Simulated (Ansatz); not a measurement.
# Ga2H4: what the fields show

Input file:

```
crystal:
  periodic: [false, false, false]
  atoms:
    - {symbol: Ga, position_ang: [-0.283426, -1.200174, -0.117568]}
    - {symbol: Ga, position_ang: [0.296687, 1.178921, 0.103063]}
    - {symbol: H, position_ang: [0.450964, -2.323104, 0.712732]}
    - {symbol: H, position_ang: [-1.412658, -1.700694, -1.099416]}
    - {symbol: H, position_ang: [1.401266, 1.858157, -0.796077]}
    - {symbol: H, position_ang: [-0.410634, 2.122793, 1.151064]}
basis:
  gaussian: {orbitals: def2-TZVPP}
hamiltonian: {xc: pbe0, dispersion: d4}
output: {orbitals: {seedname: orbitals}}
```

Launched as:

```sh
ansatz run in.yaml --threads 2 --pin off --events-out ev --progress --plain --max-ram 4352MiB
```

Geometry: PBE0-D4/def2-TZVP.

Computed with Ansatz, RKS PBE0-D4/def2-TZVPP.

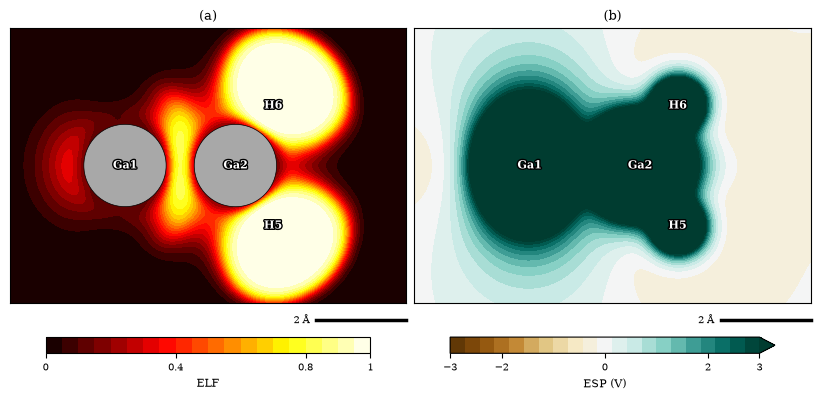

Figure 1. (a) ELF; (b) molecular electrostatic potential on the plane of atoms H5, Ga2 and H6. Grey discs cover the atomic cores in the ELF map.

**Interpret the plot.**

The plane passes through Ga and H nuclei.
Ga–Ga (2.46 Å): the ELF peaks at about 0.80 between the atoms (a shared electron pair).
Ga–H (1.58 Å): the ELF climbs to about 1 towards the hydrogen.
Outside the dense part of the molecule the potential is most negative (−0.4 V) near H5 and H6.

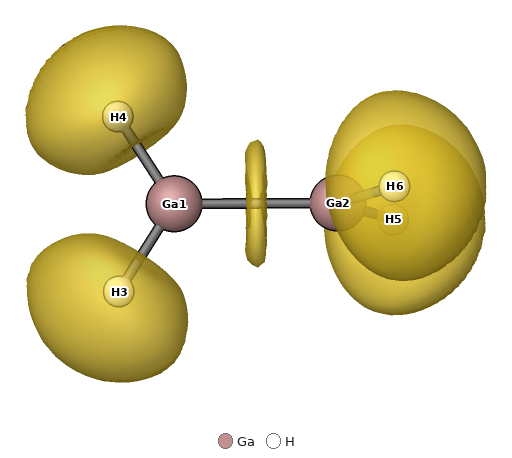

Figure 2. Isosurface of the ELF at 0.75 (yellow), seen at a tilt. Only the valence region is drawn (cores and ρ < 0.01 e/Å³ removed).

**Where are the electrons localised?**

The surface consists of one region between bonded Ga–Ga atoms (shared pairs) and four regions around hydrogen nuclei.

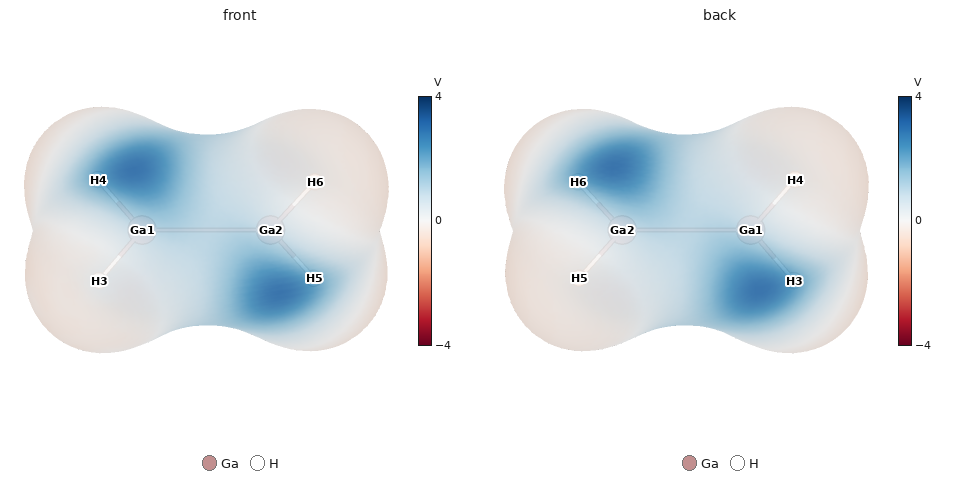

Figure 3. The molecular electrostatic potential painted on the density surface at 0.002 e/bohr³, seen from the front and from behind; the colour scale runs from red (negative) to blue (positive).

**Where is the surface potential most negative and most positive?**

The most negative region (about −0.4 V, or −9 kcal/mol for a unit charge) lies over H3, H4, H5 and H6, the most positive (about +3.0 V, or +69 kcal/mol for a unit charge) over Ga1 and Ga2.

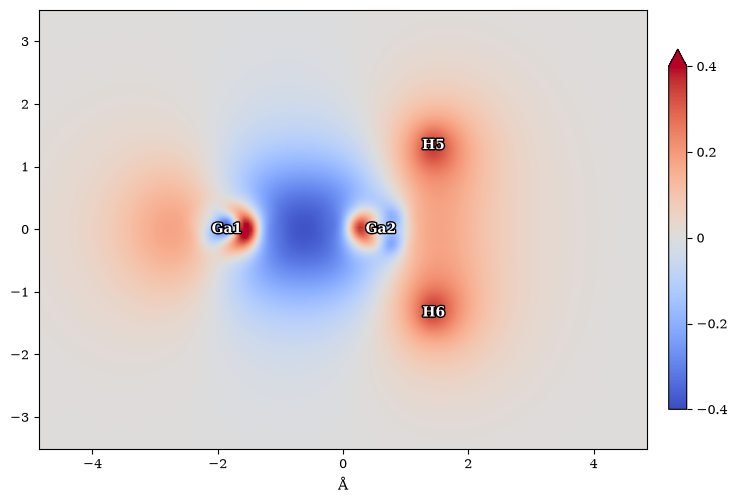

Figure 4. The HOMO on the plane of atoms Ga1, Ga2 and H6 (values in Å⁻³ᐟ²; the overall sign is arbitrary).

**Where does this orbital lie, and at what energy?**

Its weight (Hirshfeld) is mainly on Ga1 (about 35 %), Ga2 (about 35 %), H3 (about 5 %), H4 (about 5 %), H5 (about 5 %) and H6 (about 5 %). Its energy is −7.06 eV.
